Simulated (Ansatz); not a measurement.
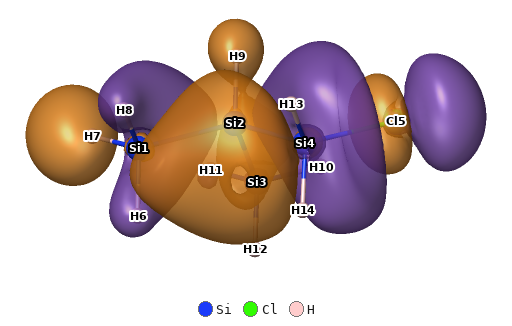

*ClH9Si4 (SMILES [SiH3][SiH]([SiH3])[SiH2]Cl). The LUMO at ±0.05 Å⁻³ᐟ² (orange and purple are the two phases), seen from one side.*

Not at a stationary point (largest force 1.0 eV/Å).

All numbers below come from SCF B3LYP, Gaussian basis in Ansatz.

Input file:

```
crystal:
  periodic: [false, false, false]
  atoms:
    - { symbol: Si, position_ang: [-1.2774, 1.5388, 0.7781] }
    - { symbol: Si, position_ang: [0.0272, 0.3127, -0.5529] }
    - { symbol: Si, position_ang: [-0.8711, -1.7149, -0.796] }
    - { symbol: Si, position_ang: [2.0431, 0.1113, 0.3808] }
    - { symbol: Cl, position_ang: [3.2592, -1.0694, -0.8476] }
    - { symbol: H, position_ang: [-1.3904, 0.8766, 2.0859] }
    - { symbol: H, position_ang: [-2.6109, 1.6642, 0.1717] }
    - { symbol: H, position_ang: [-0.6818, 2.8719, 0.95] }
    - { symbol: H, position_ang: [0.151, 0.9622, -1.8659] }
    - { symbol: H, position_ang: [-0.0039, -2.5296, -1.6598] }
    - { symbol: H, position_ang: [-2.2033, -1.5882, -1.4048] }
    - { symbol: H, position_ang: [-0.9894, -2.3513, 0.5241] }
    - { symbol: H, position_ang: [2.6435, 1.444, 0.539] }
    - { symbol: H, position_ang: [1.9042, -0.5284, 1.6973] }
basis:
  gaussian:
    orbitals: cc-pVDZ
hamiltonian:
  xc: b3lyp
output:
  orbitals: {}
  forces: true
```

Q: What is the character of this orbital?

A: It lies mainly on Si4 (about 35 %), Cl5 (about 15 %), Si1 (about 15 %) and Si2 (about 15 %). Its energy is −0.87 eV.
